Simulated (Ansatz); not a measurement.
# A hypothetical structure for KCr3, part 2 of 2

This structure for KCr3 is made up. Its elements were placed in a known structure type with a cell scaled to their sizes. What cell does the guess relax to, and how far off was it?

Ansatz 0.2.0; DFT, PBE, plane-wave PAW, files of the set soft_1, scalar-relativistic, ferromagnetic start, cell and ions relaxed at zero pressure; PAW set soft_1 (the session's first sound run).

So far: Starting point; Relaxing cell and atoms. The relaxed cell has a = 4.668 Å (conventional setting).

In doubt: warnings of the run leave room for a lower electronic state, so energies may not be the lowest and differences between runs may mislead.

**3. Bands of the relaxed cell**

With the geometry fixed, one more self-consistent run, with a narrower smearing and the mesh shown in its input, gives the bands, and its pressure, and its forces where symmetry allows any, show how far the geometry depends on these settings.

This step: DFT, PBE, plane-wave PAW, files of the set soft_1, scalar-relativistic, ferromagnetic start, bands and density of states at the relaxed cell; PAW set soft_1 (Ansatz 0.2.0).

Input file input.yaml:

```yaml
crystal:
  lattice:
    - [4.6676955285, 0.0, 0.0]
    - [0.0, 4.6676955285, 0.0]
    - [0.0, 0.0, 4.6676955285]
  atoms:
    - { symbol: Cr, position: [0.5, 0.5, 0.0], spin: 4.3 }
    - { symbol: Cr, position: [0.0, 0.5, 0.5], spin: 4.3 }
    - { symbol: Cr, position: [0.5, 0.0, 0.5], spin: 4.3 }
    - { symbol: K, position: [0.0, 0.0, 0.0] }
magnetization:
  spin_polarized: true
kpoints:
  mp_grid: { grid: [8, 8, 8] }
  band_path:
    path:
      - [[0.0, 0.0, 0.0], [0.0, 0.5, 0.0], [0.5, 0.5, 0.0], [0.0, 0.0, 0.0], [0.5, 0.5, 0.5], [0.0, 0.5, 0.0]]
      - [[0.5, 0.5, 0.0], [0.5, 0.5, 0.5]]
    npoints: 13
scf:
  occupations: { method: fermi_dirac, width: 0.03 }
  n_extra_bands: 15
hamiltonian:
  xc: pbe
  pseudopotentials: { kind: paw, azcp: { folder: soft_1 } }
output:
  forces: true
  stress: true
  write_bands: true
  dos: { projected: true }
  write_density: true
  write_potential: true
  elf: true
  volumetric_format: npy
```

Started as:

```
$ ansatz run input.yaml --threads 4 --pin off --max-ram 10240MiB --backend cpu --events-out ev --progress --plain --runs-dir out
```

Numbers of over 12 decimals in the logs are rounded to 6 here.

The program printed:

```text
[...]
Crystal: 4 atoms, lattice volume = 101.697 Å³
Basis set: ecut = 420 eV, 1935 PW (Γ), exchange–correlation on 64×64×64 points (8 copies of the dense FFT grid, shifted against one another)
Bands: 41, of which v1, the nominal top of the filled ones, is band 26 counted from 1 (25 counted from 0)
Symmetry: 48 space group operations
[...]
k-points: 35 of 512
[...]
Starting moments: Σ|m| = 12.9 μB on 3 of 4 sites
[...]
SCF iter   1: F=—  HF=-11664.510594 eV  |F-HF|=—  |Δ(HF+E_count)|=         —  Δρ=6.13e-2 (↑6.13e-2 ↓3.01e-2)  dr2=9.95e0  dr2_m=2.55e-1  M=13.009 μB ∫|m|=13.009 μB  β_m=0.30  ethr=3.10e-3  ⟨swp⟩=7.1  Hψ=11950  notcnv=0
[...]
SCF iter  10: F=-11664.084018 eV  HF=-11664.084018 eV  |F-HF|=1.08e-8  |Δ(HF+E_count)|=   8.50e-8  Δρ=3.25e-6 (↑3.25e-6 ↓1.58e-6)  dr2=2.68e-8  dr2_m=2.65e-9  M=14.401 μB ∫|m|=14.401 μB  ethr=1.96e-10  ⟨swp⟩=11.3  Hψ=16431  notcnv=0
SCF 1 converged in 10 iterations: F = -11664.084018 eV  dr2 = 2.68e-8
[...]
NSCF: frozen V_eff on 80 k-points
SCF converged after 10 iterations
Magnetization: 14.4012 μB (32.7006 up, 18.2994 down)
Absolute magnetization: 14.4012 μB (∫|ρ↑−ρ↓|, with the PAW one-centre terms)
[...]
Per-site moments (μB) at R_I (Å): [(4.336781, 1.361481), (4.336781, 1.361481), (4.336781, 1.361481), (0.133102, 1.361481)]
Free energy (F): -11664.084018 eV
[...]
Internal energy: -11664.074963 eV  (E = F + TS)
E sigma→0 (E₀):  -11664.079491 eV
Entropy (-TS):   -0.009055 eV (-2.264 meV/atom)
Fermi energy:    7.609157 eV
[...]
--- Stress (GPa, compression-positive) ---
        0.106063       0.000000       0.000000
        0.000000       0.106063       0.000000
        0.000000       0.000000       0.106063
  P = ⅓ Tr σ = 0.1061 GPa (1.061 kbar)
--- Band table (eV; the first three rows and the last of 70) ---
  k-point 0 ↑: bands = [... 22 lower, 5.6508, 6.7050, 6.7050, 6.7050, 7.1626, 7.1626, 7.4129, 7.6272, ... 11 higher]
  k-point 1 ↑: bands = [... 22 lower, 5.6874, 6.6745, 6.7109, 6.7109, 7.1214, 7.1629, 7.3697, 7.4398, ... 11 higher]
  k-point 2 ↑: bands = [... 22 lower, 5.7969, 6.5923, 6.7024, 6.7024, 7.0028, 7.0993, 7.0993, 7.1444, ... 11 higher]
  k-point 34 ↓: bands = [... 22 lower, 9.3540, 9.3540, 9.7712, 9.7712, 9.7712, 10.2340, 10.2340, 10.2340, ... 11 higher]
```

Run time: 5.9 s. Hardware: 4 threads of Intel Xeon Platinum 8488C (Sapphire Rapids), shared host; peak memory 0.68 GiB; 21 s of CPU time.

Numbers from this step:

* free energy: -11664.0840 eV
* energy at zero smearing: -11664.0795 eV
* smearing term TS: 0.009055 eV
* Fermi energy: 7.609 eV
* magnetization: 14.40 μB
* absolute magnetization: 14.40 μB
* site moments: 4.337, 4.337, 4.337, 0.1331 μB
* pressure: 0.1061 GPa

bands.tsv at the labelled points (eV, zero at the Fermi level; the bands that come nearest the Fermi level along the path):

| point | band_28_up | band_29_up | band_30_up | band_31_up | band_32_up | band_17_dn | band_18_dn | band_19_dn |
| --- | --- | --- | --- | --- | --- | --- | --- | --- |
| Γ | -0.20 | 0.02 | 0.02 | 0.02 | 1.43 | 0.11 | 0.11 | 0.36 |
| X | -0.73 | -0.72 | -0.72 | -0.40 | 0.02 | -1.88 | 0.92 | 0.97 |
| M | -0.84 | -0.84 | -0.68 | -0.53 | -0.16 | -0.59 | -0.59 | 0.12 |
| Γ | -0.20 | 0.02 | 0.02 | 0.02 | 1.43 | 0.11 | 0.11 | 0.36 |
| R | -0.75 | -0.13 | -0.13 | -0.13 | 0.42 | -0.58 | -0.58 | 0.37 |
| X | -0.73 | -0.72 | -0.72 | -0.40 | 0.02 | -1.88 | 0.92 | 0.97 |
| M | -0.84 | -0.84 | -0.68 | -0.53 | -0.16 | -0.59 | -0.59 | 0.12 |
| R | -0.75 | -0.13 | -0.13 | -0.13 | 0.42 | -0.58 | -0.58 | 0.37 |

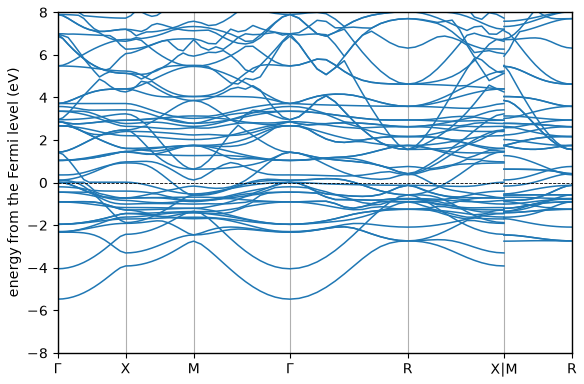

Bands along the path. 32 bands lie wholly below the window drawn.

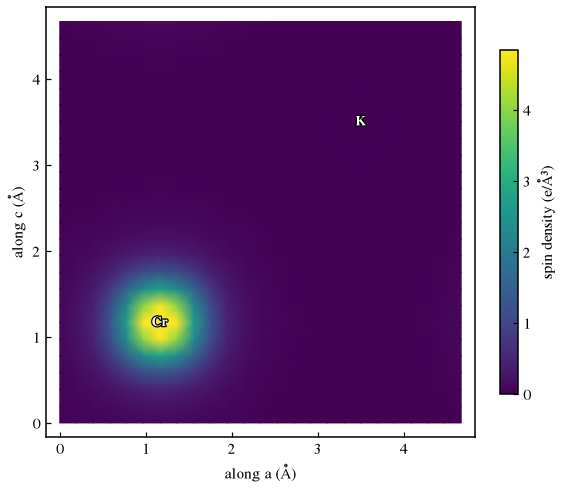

Spin density in the ac plane at fractional y = 0.000, with atoms of Cr and K within 0.2 Å of it. The map starts off the cell's origin, so that atoms lie inside it.

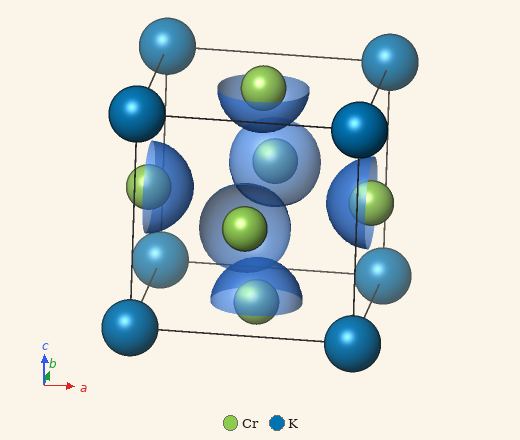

Surface of spin density = 0.23 e/Å³, which holds about 70 % of the integral of its size.

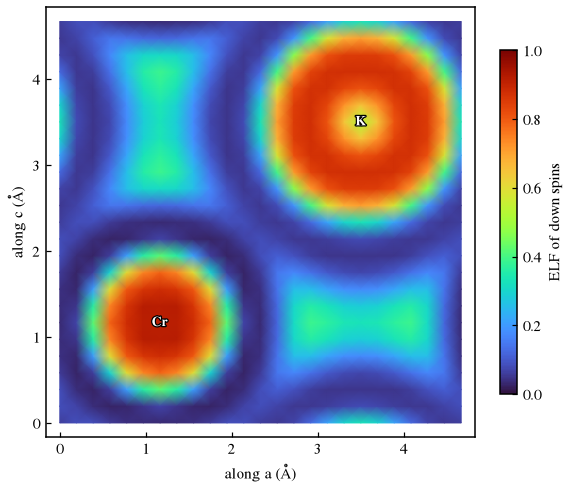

ELF of down spins in the ac plane at fractional y = 0.000, with atoms of Cr and K within 0.2 Å of it. It is the smooth field of the valence electrons, not physical close to the nuclei. The map starts off the cell's origin, so that atoms lie inside it.

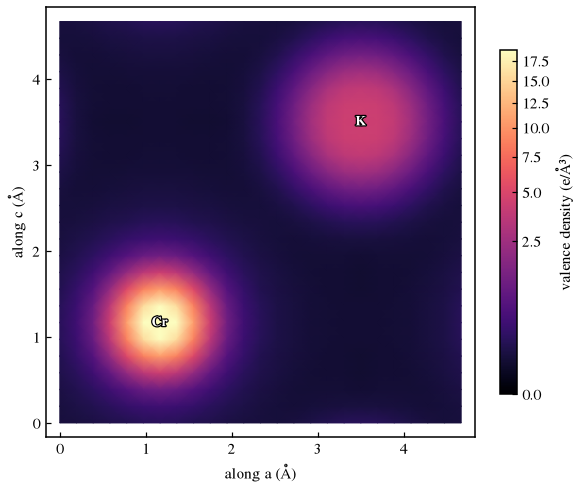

Valence density in the ac plane at fractional y = 0.000, with atoms of Cr and K within 0.2 Å of it. It is the smooth field of the valence electrons, not physical close to the nuclei. The map starts off the cell's origin, so that atoms lie inside it. The colour scale is stretched toward low values.

**4. What came out**

| Item | Value |
| --- | --- |
| space group, relaxed | Pm-3m |
| conventional cell | a = 4.668, b = 4.668, c = 4.668 Å; α = 90.0°, β = 90.0°, γ = 90.0° |
| volume per atom | 25.42 Å³ (guess 23.75) |
| total moment | 14.36 μB in the cell of 4 atoms |

KCr3 relaxes to Pm-3m with a = 4.668, b = 4.668 and c = 4.668 Å. The guessed volume was 7 % too small. The space group Pm-3m was held in the relaxation, so the end point is a stationary structure within it and may be a saddle against distortions or other arrangements. The input starts from parallel moments, and no other start was typed. The electronic state may lie above the lowest one. Bands cross the Fermi level, so it is a metal or semimetal at this level. On the 8×8×8 mesh with the narrower smearing (relaxed on 6×6×6) the forces vanish, as symmetry may demand, and the largest stress component is 0.106 GPa, against the relaxation's thresholds of 0.015 eV/Å and 0.05 GPa. The cutoff wasn't tested. No dispersion term is used, so weakly bound directions may come out too long. The program estimates, without running it, that another magnetic order lies lower than the one relaxed here. Nothing here tests whether the compound is stable against decomposition.

[Logs are printed without paths, hosts, clocks, repeated set-up lines and the standing remarks that a program may print on its own settings, such as how far it seeks lower states.]

[Hosts, paths, dates, database ids (printed as entryN), source tags and the programs' standing remarks are cut or masked in the printed files.]
